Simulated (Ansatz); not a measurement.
Fields on a plane of Sr3Ru2O7 (space group I4/mmm)

```yaml
crystal:
  lattice:
    - [-1.92176, 1.92176, 10.33150]
    - [1.92176, -1.92176, 10.33150]
    - [1.92176, 1.92176, -10.33150]
  atoms:
    - { symbol: Sr, position: [0.50000, 0.50000, 0.00000] }
    - { symbol: Sr, position: [0.68628, 0.68628, 0.00000] }
    - { symbol: Sr, position: [0.31372, 0.31372, 0.00000] }
    - { symbol: Ru, position: [0.09889, 0.09889, 0.00000] }
    - { symbol: Ru, position: [0.90111, 0.90111, 0.00000] }
    - { symbol: O, position: [0.90211, 0.40211, 0.50000] }
    - { symbol: O, position: [0.09789, 0.59789, 0.50000] }
    - { symbol: O, position: [0.40211, 0.90211, 0.50000] }
    - { symbol: O, position: [0.59789, 0.09789, 0.50000] }
    - { symbol: O, position: [0.80307, 0.80307, 0.00000] }
    - { symbol: O, position: [0.19693, 0.19693, 0.00000] }
    - { symbol: O, position: [0.00000, 0.00000, 0.00000] }
```

The slice is a (001) plane (indices of the conventional cell) through the point (0.500, 0.500, 0.000) (fractional), spanned by u = [101] and v = [011] in vectors of this cell: u (3.84 Å) and v (3.84 Å, at 90° to u). It covers one period; positions are fractions (u, v).

Atoms on it: Sr at (0.00, 0.00); O at (0.50, 0.50).

All values below come from PBEsol (plane waves to 420 eV, PAW, scalar-relativistic; Ansatz, a quantum-chemistry and plane-wave program). k mesh 14×14×14. These are valence fields of a PAW run, semicore shells included where kept as valence: close to a nucleus they are smooth pseudo fields. Sr3Ru2O7 is run without spin polarisation and with no Hubbard U. Sr3Ru2O7 was relaxed with its symmetry unable to fall.

```
|xx79984000000048997x|
|x7999720000000279997|
|99998400011100048999|
|99985101244421015899|
|98741013677763101478|
|44200147899987410024|
|00001379999999731000|
|0000268999x999862000|
|000147999xxx99974100|
|00014799xxxxx9974100|
|000147999xxx99974100|
|0000268999x999862000|
|00001379999999731000|
|44200147899987410024|
|98741013677763101478|
|99985101244421015899|
|99998400011100048999|
|x7999720000000279997|
|xx79984000000048997x|
|xxx999400000004999xx|
```
Scale: ten equal steps from 0.02 (start of '0') to 0.87 (end of '9'), in the order '0123456789'. Values: electron localisation function (ELF). The map has 20 points along u (one character each, u = 0 at the left) and 20 along v (v = 0 in the bottom row). Points within 0.4 Å of a nucleus are blanked (x), as the pseudised field means little there.

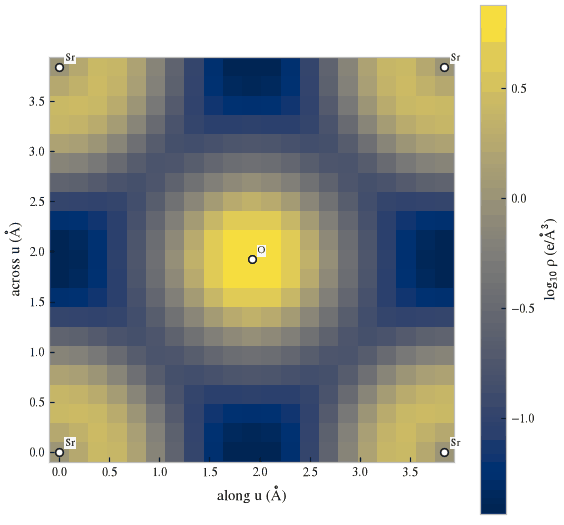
Figure. Log₁₀ of the valence density in e/Å³, one period of the plane, atoms marked. The scale is logarithmic, as a density can span decades between atoms and voids.
